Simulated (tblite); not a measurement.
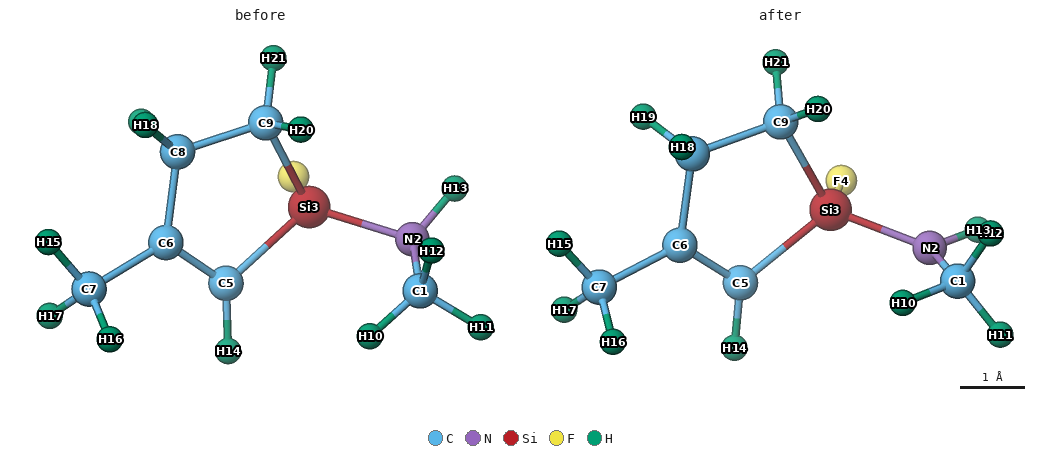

The structure of C6H12FNSi before (left) and after (right) a relaxation, at one scale.

A ball-and-stick model, seen at a tilt.

Computed with tblite, GFN2-xTB geometry optimisation, gas phase. 

Question: What changed between the two?

Answer: H13 moves most after the best rigid fit: 0.82 Å. By element the largest moves are H 0.82 Å, F 0.45 Å, C 0.34 Å, N 0.14 Å, Si 0.09 Å. Among the contacts that change: C8–C9 1.475 → 1.538 Å, C6–C8 1.452 → 1.506 Å, C7–H15 1.133 → 1.088 Å, N2–Si3 1.754 → 1.711 Å. Among the angles between lasting bonds that change: N2–Si3–F4 116.2° → 101.2°, C1–N2–Si3 115.7° → 125.6°, N2–Si3–C9 113.7° → 121.8°. Groups turn about C8–C9 by about 25°. After 108 geometry steps the energy has fallen by 16.7 kcal/mol.
